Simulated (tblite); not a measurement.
CH$_{8}$O$_{2}$PSi$_{3}$: frequency calculation

CH$_{8}$O$_{2}$PSi$_{3}$, multiplicity 2, SMILES O=CO[SiH2]P([SiH2])[SiH3], computed with GFN2-xTB harmonic vibrations, gas phase (tblite 0.8.0).

It belongs to a series of runs on one base structure; here: H removed from Si.

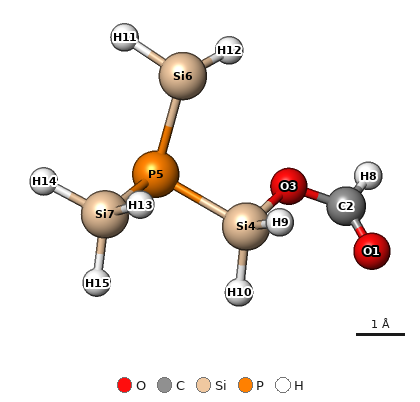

The structure (ball-and-stick view, seen at a tilt; atoms are numbered from 1 in the order of the input).

Results in brief:

```tsv
quantity	value
outcome	converged
total energy	−600.7231 eV
zero-point energy	50.8130 kcal/mol
hardware	1 CPU thread, shared host
wall time	0.58 s
peak memory	0.18 GiB
```

The input:
```
{"job": {"kind": "ir", "xc": "GFN2-xTB", "basis": "xTB"}, "charge": 0, "multiplicity": 2}
O      3.670949    -0.515109     0.382515
C      3.189776     0.393869    -0.222323
O      1.921083     0.519631    -0.507905
Si     0.859617    -0.676906    -0.033400
P     -0.952215     0.075764    -1.026658
Si    -1.261402     2.041970    -0.040213
Si    -2.443262    -1.274987    -0.084660
H      3.773714     1.244704    -0.615077
H      0.864980    -0.717592     1.426584
H      1.277334    -1.948350    -0.608525
H     -2.479063     2.617935    -0.626035
H     -0.134556     2.927061    -0.356276
H     -2.424324    -1.190812     1.376868
H     -3.745330    -0.853533    -0.593232
H     -2.121714    -2.635657    -0.504885
```

The first line tells a small driver script what to run in tblite; the rest is the geometry in Å.

Launch command:
```bash
OMP_NUM_THREADS=1 python <driver script> task.json out
```

Output:
```
mode    cm-1     km/mol
  1      40.0      0.38
  2      46.7      3.47
  3      62.3      2.60
  4      63.2      0.04
  5      85.7      0.51
  6      94.6      0.56
  7     108.4      2.29
  8     134.6      4.10
  9     156.4      1.95
 10     231.6     11.89
 11     422.5      5.96
 12     457.8     51.63
 13     474.0      2.88
 14     488.0      3.08
 15     500.0     38.11
 16     540.6     39.26
 17     570.2    138.86
 18     576.6    101.68
 19     629.3      9.42
 20     662.8     12.97
 21     703.0    438.76
 22     744.7    697.18
 23     755.0    181.18
 24     758.6    105.93
 25     769.0     80.89
 26     777.1    303.12
 27     786.8    141.55
 28     949.7      7.70
 29    1197.0    495.55
 30    1355.2     37.02
 31    1783.6    530.13
 32    2199.8    118.61
 33    2214.0    294.38
 34    2235.6    110.28
 35    2271.7    107.55
 36    2276.6    272.21
 37    2285.7    233.45
 38    2319.1    183.02
 39    2816.2    104.56
```

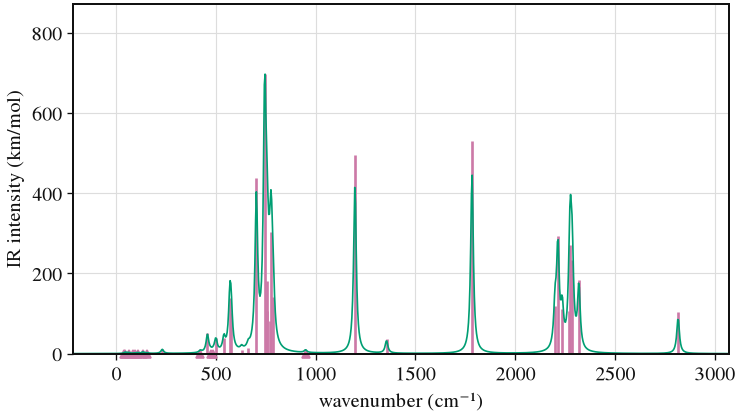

Harmonic infrared spectrum, unscaled: sticks (degenerate modes added up, dark ones marked on the axis) with a Lorentzian envelope of 16 cm⁻¹ full width, scaled to the tallest stick. 39 modes from 40 to 2816 cm⁻¹, none imaginary. The strongest line is at 745 cm⁻¹ (697 km/mol).
